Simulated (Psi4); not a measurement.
# A workflow on [SiF5]− (SMILES F[Si-](F)(F)(F)F)

Wanted: a structure relaxation (MP2/cc-pVDZ), then the harmonic vibrations of [SiF5]−. Input form: an ASE script.

The calculation is run with Psi4 1.11.

### Step 1. The molecule

The species is [SiF5]− (6 atoms), meant as a singlet with charge -1. SMILES: `F[Si-](F)(F)(F)F`. The coordinates come from a PBE0-D4/def2-TZVPD relaxation. The run starts from this shape.

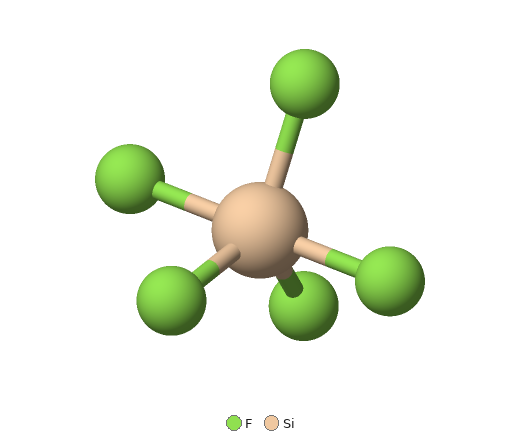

Viewed from a chosen angle; fluorine green, silicon light orange.

### Step 2. A geometry optimisation at MP2/cc-pVDZ (density fitting, density fitting for correlation) (run 1)

File f5si.xyz:

```xyz
6
F5Si
F     -0.716900    -1.106000     1.023500
Si     0.000000     0.000000     0.000000
F     -1.466700     0.583500    -0.396400
F      0.651500    -1.218400    -0.860200
F      0.716500     1.105800    -1.024000
F      0.815500     0.635100     1.257000
```

File run_ase.py:

```python
import numpy as np
from ase.calculators.psi4 import Psi4
from ase.io import read
from ase.optimize import BFGS

mol = read('f5si.xyz')
calc = Psi4(atoms=mol, method='mp2', basis='cc-pVDZ', memory='1600MB', num_threads=1, charge=-1, multiplicity=1, label='f5si')
calc.psi4.set_options({'freeze_core': 'true'})
mol.calc = calc

opt = BFGS(mol)
done = opt.run(fmax=0.02, steps=40)
print('converged:', done)
for s, p in zip(mol.symbols, mol.positions):
    print(f'{s:2s} {p[0]:12.6f} {p[1]:12.6f} {p[2]:12.6f}')
```

Command:

```
python run_ase.py
```

f5si.dat:

```text
[...]
  Running in c1 symmetry.
[...]
  Nuclear repulsion =  362.234760589733469
[...]
  Multiplicity = 1
[...]
  Nalpha       = 30
  Nbeta        = 30
[...]
    Number of basis functions: 88
[...]
   @DF-RHF iter   1:  -786.33771242648550   -1.67300e+00   7.31300e-03 DIIS/ADIIS
[...]
   @DF-RHF iter  12:  -786.47699376411049   -9.09495e-13   4.70760e-11 DIIS
[...]
    Orbital Energies [Eh]
    ---------------------
    Doubly Occupied:
       1A    -68.769567     2A    -26.089988     3A    -26.089973
       4A    -26.089967     5A    -26.052888     6A    -26.052887
       7A     -6.084995     8A     -4.195717     9A     -4.195715
      10A     -4.193694    11A     -1.405327    12A     -1.375653
      13A     -1.375649    14A     -1.342478    15A     -1.327753
      16A     -0.610245    17A     -0.521950    18A     -0.521936
      19A     -0.519985    20A     -0.482321    21A     -0.482297
      22A     -0.456084    23A     -0.456061    24A     -0.431196
      25A     -0.414484    26A     -0.407206    27A     -0.399376
      28A     -0.399375    29A     -0.385363    30A     -0.385335
[...]
  @DF-RHF Final Energy:  -786.47699376411049
   => Energetics <=
    Nuclear Repulsion Energy =            362.2347605897334688
    One-Electron Energy =               -1834.3925773937239683
    Two-Electron Energy =                 685.6808230398800106
    Total Energy =                       -786.4769937641104889
[...]
 Multipole Moments:
 ------------------------------------------------------------------------------------
     Multipole            Electronic (a.u.)      Nuclear  (a.u.)        Total (a.u.)
 ------------------------------------------------------------------------------------
 L = 1.  Multiply by 2.5417464519 to convert [e a0] to [Debye]
 Dipole X            :         -0.0000341           -0.0000180           -0.0000521
 Dipole Y            :         -0.0000510           -0.0000219           -0.0000729
 Dipole Z            :         -0.0000750           -0.0000350           -0.0001099
 Magnitude           :                                                    0.0001418
[...]
  -Total Gradient:
     Atom            X                  Y                   Z
    ------   -----------------  -----------------  -----------------
       1        0.000046633888     0.000084659883    -0.000082752741
       2        0.000001090570    -0.000001695504    -0.000000776905
       3        0.000031158339    -0.000008715858     0.000016947306
       4       -0.000003875345     0.000026623290     0.000018668628
       5       -0.000058860828    -0.000088573305     0.000070758757
       6       -0.000016146624    -0.000012298512    -0.000022845047
[...]
```

The script printed:

```text
Step     Time          Energy          fmax
BFGS:    0 hh:mm:ss   -21429.173954        1.689437
BFGS:    1 hh:mm:ss   -21429.301569        0.747382
BFGS:    2 hh:mm:ss   -21429.336231        0.070329
BFGS:    3 hh:mm:ss   -21429.336584        0.006568
converged: True
F     -0.733262    -1.131309     1.046936
Si    -0.000030    -0.000017    -0.000043
F     -1.507630     0.599778    -0.407491
F      0.669643    -1.252397    -0.884187
F      0.732912     1.131118    -1.047394
F      0.838267     0.652826     1.292080
```

Wall time 11 s (1 thread of Intel Xeon 6975P-C (Granite Rapids), shared host); peak memory 0.33 GiB.

The path in brief:

```
step  energy from the first frame kept (eV)  largest force (eV/Å)
   0                                 0.0000                1.6894
   1                                -0.1276                0.7474
   2                                -0.1623                0.0703
   3                                -0.1626                0.0066
```

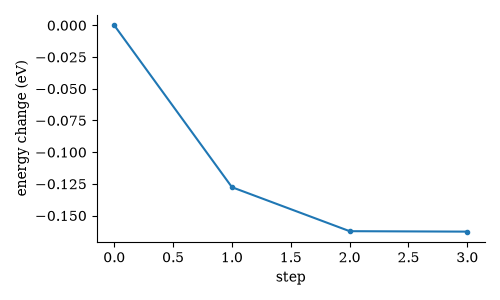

Energy along the run.

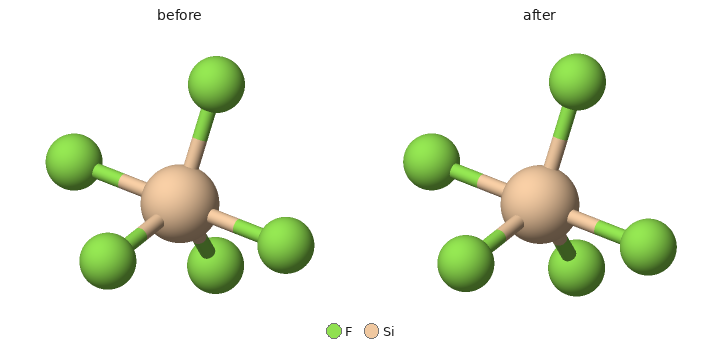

Before and after, at one scale.

After the run. Bond lengths: F1–Si2 1.707 Å, Si2–F3 1.673 Å, Si2–F4 1.673 Å, Si2–F5 1.707 Å, Si2–F6 1.673 Å. Angles: F1–Si2–F3 90.0°, F1–Si2–F4 90.0°, F1–Si2–F5 180.0°, F1–Si2–F6 90.0°, F3–Si2–F4 120.0°, F3–Si2–F5 90.0°, F3–Si2–F6 120.0°, F4–Si2–F5 90.0°, F4–Si2–F6 120.0°, F5–Si2–F6 90.0°.

### Step 3. Vibrational wavenumbers at MP2/cc-pVDZ (density fitting, density fitting for correlation) (run 2)

File f5si.xyz:

```xyz
6
F5Si
F     -0.733260    -1.131308     1.046939
Si    -0.000028    -0.000016    -0.000040
F     -1.507627     0.599780    -0.407487
F      0.669645    -1.252396    -0.884184
F      0.732914     1.131119    -1.047391
F      0.838269     0.652828     1.292083
```

File run.py:

```python
import numpy as np
from ase.calculators.psi4 import Psi4
from ase.io import read
from ase.vibrations import Vibrations

atoms = read('f5si.xyz')
calc = Psi4(atoms=atoms, method='mp2', basis='cc-pVDZ', memory='1600MB', num_threads=1, charge=-1, multiplicity=1, label='calc', reference='rhf')
calc.psi4.set_options({'freeze_core': 'true'})
atoms.calc = calc

vib = Vibrations(atoms, delta=0.02)
vib.run()
vib.summary()
```

Command:

```
python run.py
```

calc.dat:

```text
[...]
  Running in c1 symmetry.
[...]
  Nuclear repulsion =  361.570895646253859
[...]
  Multiplicity = 1
[...]
  Nalpha       = 30
  Nbeta        = 30
[...]
    Number of basis functions: 88
[...]
   @DF-RHF iter   1:  -786.33650183856571   -1.68790e+00   7.32198e-03 ADIIS/DIIS
[...]
   @DF-RHF iter  13:  -786.47636142127783   -2.27374e-13   8.12684e-11 DIIS
[...]
    Orbital Energies [Eh]
    ---------------------
    Doubly Occupied:
       1A    -68.771344     2A    -26.090847     3A    -26.090646
       4A    -26.087791     5A    -26.054939     6A    -26.053193
       7A     -6.086345     8A     -4.197134     9A     -4.196969
      10A     -4.195110    11A     -1.404439    12A     -1.376373
      13A     -1.372374    14A     -1.343439    15A     -1.328359
      16A     -0.609778    17A     -0.521923    18A     -0.520268
      19A     -0.519584    20A     -0.483114    21A     -0.480543
      22A     -0.455964    23A     -0.454443    24A     -0.430571
      25A     -0.414793    26A     -0.407587    27A     -0.400225
      28A     -0.399767    29A     -0.386190    30A     -0.385749
[...]
  @DF-RHF Final Energy:  -786.47636142127783
   => Energetics <=
    Nuclear Repulsion Energy =            361.5708956462538595
    One-Electron Energy =               -1833.0549109590506305
    Two-Electron Energy =                 685.0076538915189985
    Total Energy =                       -786.4763614212778293
[...]
 Multipole Moments:
 ------------------------------------------------------------------------------------
     Multipole            Electronic (a.u.)      Nuclear  (a.u.)        Total (a.u.)
 ------------------------------------------------------------------------------------
 L = 1.  Multiply by 2.5417464519 to convert [e a0] to [Debye]
 Dipole X            :         -0.0046764           -0.0000177           -0.0046940
 Dipole Y            :         -0.0032989           -0.0000225           -0.0033213
 Dipole Z            :         -0.0215326           -0.0043947           -0.0259273
 Magnitude           :                                                    0.0265573
[...]
  -Total Gradient:
     Atom            X                  Y                   Z
    ------   -----------------  -----------------  -----------------
       1        0.000008816610     0.000086977162     0.000174981065
       2       -0.002930151970    -0.002272003219    -0.006185512128
       3       -0.000087737462    -0.000095948980     0.000056106769
       4       -0.000123387532    -0.000137847552    -0.000026224201
       5       -0.000287015703     0.000157532723    -0.001502930337
       6        0.003419476058     0.002261289864     0.007483578832
[...]
```

On the terminal:

```text
---------------------
  #    meV     cm^-1
---------------------
  0    1.4i     11.2i
  1    1.2i      9.5i
  2    0.9i      7.2i
  3    0.0i      0.0i
  4    0.0       0.0
  5    0.0       0.0
  6   16.4     132.6
  7   16.5     132.9
  8   48.5     391.0
  9   48.5     391.1
 10   53.2     428.7
 11   53.2     428.8
 12   56.7     457.4
 13   70.1     565.7
 14   85.3     688.1
 15  108.7     877.0
 16  112.3     905.6
 17  112.3     905.8
---------------------
Zero-point energy: 0.391 eV
```

Wall time 89 s (1 thread of Intel Xeon 6975P-C (Granite Rapids), shared host); peak memory 0.38 GiB.

### Step 4. What came out

| quantity | value |
| --- | --- |
| run 1, MP2/cc-pVDZ: total energy at the end | -787.51360 Eh |
| run 1, MP2/cc-pVDZ: correlation energy (10 core orbitals frozen) | -1036.6 mEh |

In words: The optimisation (run 1, MP2/cc-pVDZ) took 3 steps and changed the energy by -0.163 eV.
